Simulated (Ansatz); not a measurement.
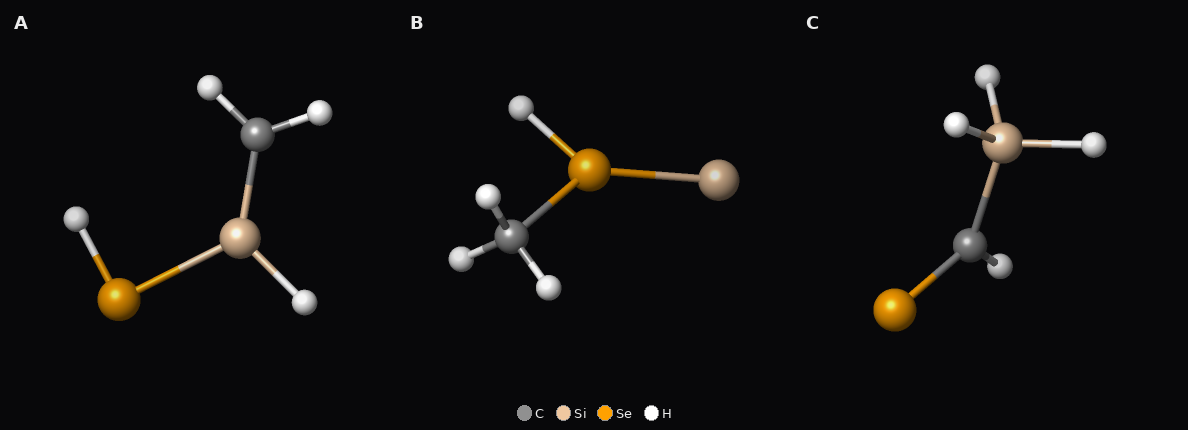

3 stationary structures of one formula. Geometries: PBE-D4/def2-SVP. Electronic energies: PBE-D4/def2-SVP (Ansatz 0.2.0), without zero-point energy. No frequency run is at hand to confirm each as a minimum. Each is one conformer, not always the lowest.

Which structure is the most stable?

A is lowest (Cs); C lies 47.9 kJ/mol above it (Cs), B lies 219.8 kJ/mol above it (Cs).
